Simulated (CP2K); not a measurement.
# C2H2BCl (SMILES C#CBCl): GFN2-xTB

What is the vertical ionisation energy of C2H2BCl at GFN2-xTB? 

The calculation is run with CP2K 2026.2.

2 further runs of the same task are left out: 2 set aside as unsound or not needed.

**1. The molecule**

The species is C2H2BCl (6 atoms), meant as a singlet with charge 0. As SMILES, `C#CBCl`. The shape is that of a GFN2-xTB optimisation.

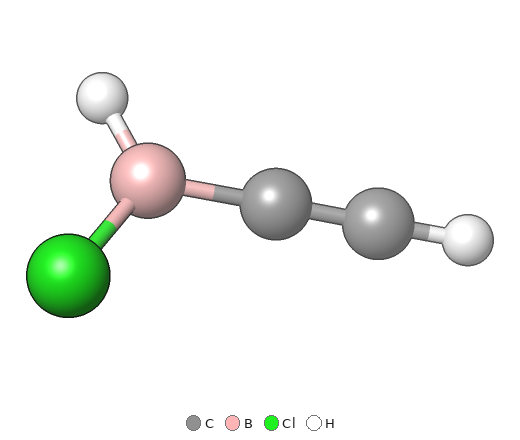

The structure, seen from a chosen angle (carbon grey, boron pink, chlorine green, hydrogen white).

**2. Energy and gradient at GFN2-xTB**

The input, molecule.xyz:

```xyz
6

C      0.068240     1.270350    -1.007960
C      0.062040     0.358890    -0.218890
B      0.046840    -0.793030     0.751750
Cl    -1.002840    -2.099380     0.471640
H      0.080150     2.070570    -1.690940
H      0.745560    -0.807400     1.694400
```

The input, run.inp:

```
&GLOBAL
  PROJECT_NAME run
  RUN_TYPE ENERGY_FORCE
  PRINT_LEVEL MEDIUM
&END GLOBAL
&FORCE_EVAL
  METHOD QUICKSTEP
  &DFT
    &QS
      METHOD XTB
      EPS_DEFAULT 1.0E-10
      &XTB
        GFN_TYPE TBLITE
        &TBLITE
          METHOD GFN2
        &END TBLITE
        CHECK_ATOMIC_CHARGES F
      &END XTB
    &END QS
    &POISSON
      PERIODIC NONE
      POISSON_SOLVER ANALYTIC
    &END POISSON
    &SCF
      SCF_GUESS ATOMIC
      EPS_SCF 1.0E-06
      MAX_SCF 150
      ADDED_MOS 2
      &DIAGONALIZATION
        ALGORITHM STANDARD
      &END DIAGONALIZATION
      &MIXING
        METHOD DIRECT_P_MIXING
        ALPHA 0.4
      &END MIXING
    &END SCF
    &PRINT
      &MOMENTS
        PERIODIC F
        REFERENCE COM
        MAX_MOMENT 1
      &END MOMENTS
      &MO ON
        ENERGIES T
        OCCUPATION_NUMBERS T
        NDIGITS 6
        &EACH
          QS_SCF 0
        &END EACH
        ADD_LAST NUMERIC
      &END MO
      &HIRSHFELD OFF
      &END HIRSHFELD
    &END PRINT
  &END DFT
  &SUBSYS
    &CELL
      ABC 17.7 20.2 19.4
      PERIODIC NONE
    &END CELL
    &TOPOLOGY
      COORD_FILE_NAME molecule.xyz
      COORD_FILE_FORMAT XYZ
      &CENTER_COORDINATES
      &END CENTER_COORDINATES
    &END TOPOLOGY
  &END SUBSYS
  &PRINT
    &FORCES ON
    &END FORCES
  &END PRINT
&END FORCE_EVAL
```

The run is started by

```console
$ OMP_NUM_THREADS=1 cp2k.psmp run.inp > run.out
```

Output:

```text
CP2K| version string:                                       CP2K version 2026.2
[...]
 GLOBAL| Method name                                                        CP2K
[...]
 GLOBAL| Run type                                                   ENERGY_FORCE
[...]
                             - Atoms:                                          6
[...]
                             - Spherical basis functions:                     23
[...]
 Number of electrons:                                                         20
[...]
  *** SCF run converged in    18 steps ***
[...]
  Fermi energy:                                                -0.31648348576509
[...]
 TB_DIPOLE| Moment [Debye]          0.79276611       1.33966442      -0.09696617
 TB_DIPOLE| Derivative [a.u.]       0.00000000       0.00000000       0.00000000
[...]
 ENERGY| Total FORCE_EVAL ( QS ) energy [hartree]            -11.038870988210782
 FORCES| Atomic forces [hartree/bohr]
 FORCES|   Atom     x               y               z               |f|
 FORCES|      1  1.82453437E-05  1.97382495E-05  6.99990396E-05   7.49823753E-05
 FORCES|      2  1.22008778E-04  4.68154582E-05 -1.56943536E-04   2.04228065E-04
 FORCES|      3 -1.29173413E-04 -1.82435516E-04  2.27852547E-05   2.24694584E-04
 FORCES|      4  7.07556325E-05  1.34439641E-04  1.55977033E-05   1.52720872E-04
 FORCES|      5 -7.40898244E-05 -4.00637992E-05  2.00587028E-05   8.65838417E-05
 FORCES|      6 -7.74651672E-06  2.15059671E-05  2.85028350E-05   3.65366493E-05
 FORCES| Sum    -3.76370620E-17 -2.70420351E-16  1.30121201E-16
 FORCES| Total atomic force                                       3.02448742E-16
[...]
```

Run time: 0.28 s. Hardware: 1 thread of Arm Neoverse V1, shared host.

**3. The doublet cation**

molecule.xyz is that of step 2.

The input, run.inp:

```
&GLOBAL
  PROJECT run
  RUN_TYPE ENERGY_FORCE
  PRINT_LEVEL MEDIUM
&END
&FORCE_EVAL
  METHOD QS
  &DFT
    CHARGE 1
    MULTIPLICITY 2
    SPIN_POLARIZED T
    &QS
      METHOD XTB
      EPS_DEFAULT 1.0E-10
      &XTB
        GFN_TYPE TBLITE
        &TBLITE
          METHOD GFN2
        &END
        CHECK_ATOMIC_CHARGES F
      &END
    &END
    &POISSON
      PERIODIC NONE
      POISSON_SOLVER ANALYTIC
    &END
    &SCF
      SCF_GUESS ATOMIC
      EPS_SCF 1.0E-06
      MAX_SCF 150
      ADDED_MOS 8
      &DIAGONALIZATION
        ALGORITHM STANDARD
      &END
      &MIXING
        METHOD DIRECT_P_MIXING
        ALPHA 0.4
      &END
      &SMEAR ON
        METHOD FERMI_DIRAC
        ELECTRONIC_TEMPERATURE [K] 300
      &END
    &END
    &PRINT
      &MOMENTS
        PERIODIC F
        REFERENCE COM
        MAX_MOMENT 1
      &END
      &MO ON
        ENERGIES T
        OCCUPATION_NUMBERS T
        NDIGITS 6
        &EACH
          QS_SCF 0
        &END
        ADD_LAST NUMERIC
      &END
      &HIRSHFELD OFF
      &END
    &END
  &END
  &SUBSYS
    &CELL
      ABC 17.7 20.2 19.4
      PERIODIC NONE
    &END
    &TOPOLOGY
      COORD_FILE_NAME molecule.xyz
      COORD_FILE_FORMAT XYZ
      &CENTER_COORDINATES
      &END
    &END
  &END
  &PRINT
    &FORCES ON
    &END
  &END
&END
```

The run is started by

```console
$ OMP_NUM_THREADS=1 cp2k.psmp -i run.inp > run.out 2>&1
```

Output:

```text
CP2K| version string:                                       CP2K version 2026.2
[...]
 GLOBAL| Method name                                                        CP2K
[...]
 GLOBAL| Run type                                                   ENERGY_FORCE
[...]
                             - Atoms:                                          6
[...]
                             - Spherical basis functions:                     23
[...]
 Number of electrons:                                                         10
[...]
  *** SCF run converged in    24 steps ***
[...]
  Fermi energy:                                                -0.65307588277962
[...]
 TB_DIPOLE| Moment [Debye]          1.75916757       1.96180492       0.64761210
 TB_DIPOLE| Derivative [a.u.]       0.00000000       0.00000000       0.00000000
[...]
 ENERGY| Total FORCE_EVAL ( QS ) energy [hartree]            -10.509709322608163
 FORCES| Atomic forces [hartree/bohr]
 FORCES|   Atom     x               y               z               |f|
 FORCES|      1  3.81999936E-03  7.89548818E-03 -1.66542523E-03   8.92775279E-03
 FORCES|      2  8.04723588E-03 -1.08678129E-02  1.98662498E-02   2.40319629E-02
 FORCES|      3 -2.60922002E-02 -1.14417737E-02 -2.49329554E-02   3.78598647E-02
 FORCES|      4  1.30206091E-02  8.78953942E-03  9.88389579E-03   1.85602710E-02
 FORCES|      5 -2.62988684E-03  3.23288352E-03 -6.26513903E-03   7.52461346E-03
 FORCES|      6  3.83424271E-03  2.39167542E-03  3.11337412E-03   5.48767955E-03
 FORCES| Sum     6.93889390E-18  1.56125113E-16  2.97071395E-16
 FORCES| Total atomic force                                       3.35670393E-16
[...]
```

Wall time 0.32 s (1 thread of Arm Neoverse V1, shared host).

**4. Outcome**

Level: GFN2-xTB.

```
                                                  quantity         value
                             singlet C2H2BCl: total energy  -11.03887 Eh
singlet C2H2BCl: dipole moment (from atomic charges alone)        1.56 D
                              singlet C2H2BCl: HOMO energy     -11.20 eV
                              singlet C2H2BCl: LUMO energy      -7.72 eV
                            singlet C2H2BCl: HOMO–LUMO gap       3.49 eV
                 singlet C2H2BCl: largest force on an atom    0.012 eV/Å
                              doublet cation: total energy  -10.50971 Eh
        doublet cation: HOMO energy (highest over α and β)     -17.94 eV
         doublet cation: LUMO energy (lowest over α and β)     -17.61 eV
                  doublet cation: largest force on an atom    1.947 eV/Å
        vertical ionisation energy (to the doublet cation)     14.399 eV
```

In words: Removing an electron at fixed nuclei costs 14.40 eV (332 kcal/mol). No empirical shift is applied, and without it xTB methods put this difference several eV too high. The dipole (singlet C2H2BCl) comes from point charges on the atoms alone, without atomic dipoles, so it is partial.
